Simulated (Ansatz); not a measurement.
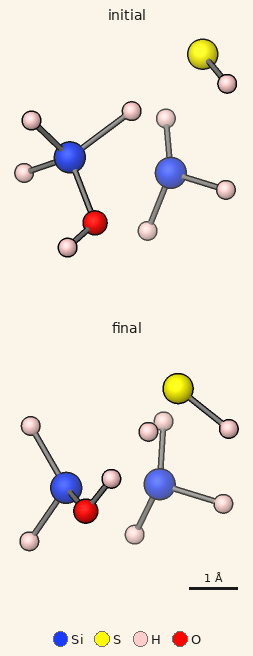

The structure of Si2H8SO before (top) and after (bottom) a constrained relaxation, at one scale.

The picture is a ball-and-stick view, seen from a free direction.

The reaction that was planned forms Si1–Si7, S2–H6 and breaks Si1–S2, H6–Si7 (atoms numbered from 1 in input order).

All numbers below come from RKS PBE0-D4/def2-SVP in Ansatz.

The input:
```yaml
crystal:
  periodic: [false, false, false]
  atoms:
    - {symbol: Si, position_ang: [0.674200, -0.450800, -1.029700]}
    - {symbol: S, position_ang: [1.188500, 0.502000, 2.311200]}
    - {symbol: H, position_ang: [0.179000, -1.714300, -1.581200]}
    - {symbol: H, position_ang: [2.084500, -0.422400, -1.435400]}
    - {symbol: O, position_ang: [-0.108900, 0.801900, -1.718800]}
    - {symbol: H, position_ang: [0.873100, -0.013800, 0.509800]}
    - {symbol: Si, position_ang: [-1.283000, -0.350400, 0.806200]}
    - {symbol: H, position_ang: [1.157100, 1.781800, 1.964200]}
    - {symbol: H, position_ang: [0.052300, 1.044800, -2.627800]}
    - {symbol: H, position_ang: [-1.505400, 1.035900, 1.160900]}
    - {symbol: H, position_ang: [-0.930800, -1.421500, 1.713800]}
    - {symbol: H, position_ang: [-2.380500, -0.793300, -0.073300]}
basis:
  gaussian: {orbitals: def2-SVP}
hamiltonian: {xc: pbe0, dispersion: d4}
relax: {f_tol: 0.04, max_steps: 150, escape_saddle: false, constraints: [{distance: [0, 6]}, {distance: [1, 5]}, {distance: [0, 1]}, {distance: [5, 6]}]}
```

Run as
```bash
ansatz run in.yaml --threads 4 --pin off --events-out ev --progress --plain --max-ram 9574MiB
```

Describe what moved and what it gained.

H9 moves most after the best rigid fit: 2.01 Å. Largest moves by element: H 2.01 Å, S 1.62 Å, O 0.84 Å, Si 0.45 Å. Near-neighbour distances that change, for instance: S2–Si7 3.017 → 4.005 Å, Si1–H6 1.613 → 2.078 Å, Si7–H10 1.448 → 1.492 Å, S2–H8 1.326 → 1.353 Å. Bond angles that change, for instance: H10–Si7–H11 126.3° → 111.3°, Si1–O5–H9 121.1° → 111.7°, H3–Si1–H4 103.7° → 111.5°. Groups turn about Si1–O5 by about 105°. Over 20 accepted moves (21 points after the start) the energy falls by 26.5 kcal/mol. The largest force component goes from 1.3 to 0.03 eV/Å. The line search rejected the trial step at point 19 of the run.
